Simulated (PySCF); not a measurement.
# C5H9AlClN: what the fields show

```yaml
atoms:
  - { symbol: C, position_ang: [2.3306, -1.6472, 0.2894] }
  - { symbol: C, position_ang: [2.0471, -0.5314, -0.0613] }
  - { symbol: C, position_ang: [1.6448, 0.7729, -0.4760] }
  - { symbol: C, position_ang: [0.8247, 1.5716, 0.4866] }
  - { symbol: C, position_ang: [0.1415, 0.9283, -0.6929] }
  - { symbol: Al, position_ang: [-0.6102, -0.8308, -0.0971] }
  - { symbol: N, position_ang: [-2.6345, -0.2614, -0.0037] }
  - { symbol: Cl, position_ang: [-0.8012, -2.4161, -1.3757] }
  - { symbol: H, position_ang: [2.6442, -2.6001, 0.5989] }
  - { symbol: H, position_ang: [2.3479, 1.2894, -1.1200] }
  - { symbol: H, position_ang: [0.6598, 1.1347, 1.4643] }
  - { symbol: H, position_ang: [0.9673, 2.6440, 0.5022] }
  - { symbol: H, position_ang: [-0.0997, 1.6307, -1.4913] }
  - { symbol: H, position_ang: [-0.5203, -1.1113, 1.4233] }
  - { symbol: H, position_ang: [-3.0092, -0.0209, -0.9185] }
  - { symbol: H, position_ang: [-2.7878, 0.5210, 0.6251] }
  - { symbol: H, position_ang: [-3.1521, -1.0615, 0.3494] }
```

Geometry: GFN2-xTB.

Method: PySCF, CAM-B3LYP/def2-SVPD, SCF density, gas phase.

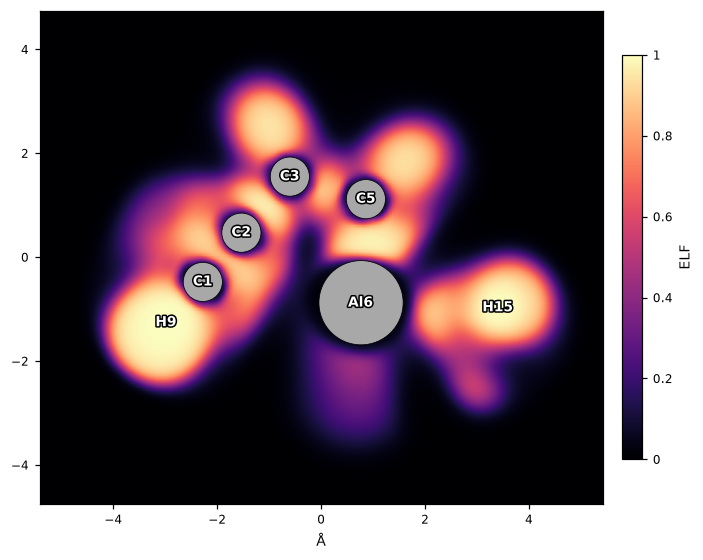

Figure 1. Electron localisation function on the plane of atoms C2, C3 and C5. Grey discs cover the atomic cores.

> Describe what can be read from this map.

The section cuts through C, Al and H sites.
C–C (1.20 Å): the ELF peaks at about 0.85 between the atoms; a multiple bond.
C–Al (2.00 Å): the ELF peaks at about 0.95 between the atoms, as expected for a polar covalent bond.
C–H (1.05 Å): the ELF climbs to about 1 towards the hydrogen, as it does in any bond to H (a covalent bond by its length).

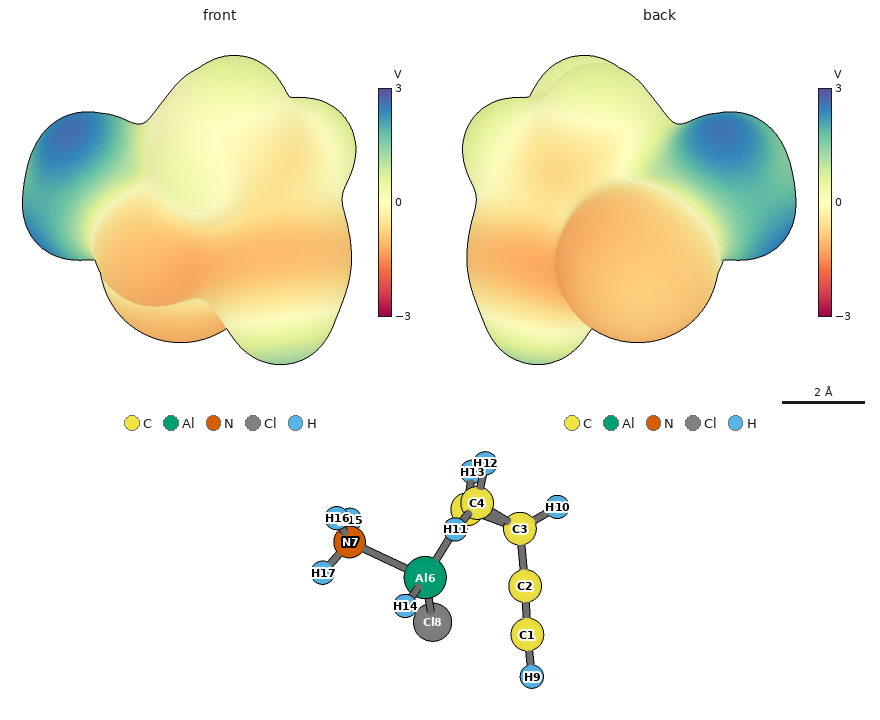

Figure 2. The electrostatic potential painted on the density surface at 0.002 e/bohr³, seen from the front and from behind; red is negative and blue positive. The bare structure is drawn below in the same view.

> Where is the surface potential most negative and most positive?

The most negative region (about −1.3 V) lies over C1 and Cl8, the most positive (about +2.6 V) over H15 and H16.
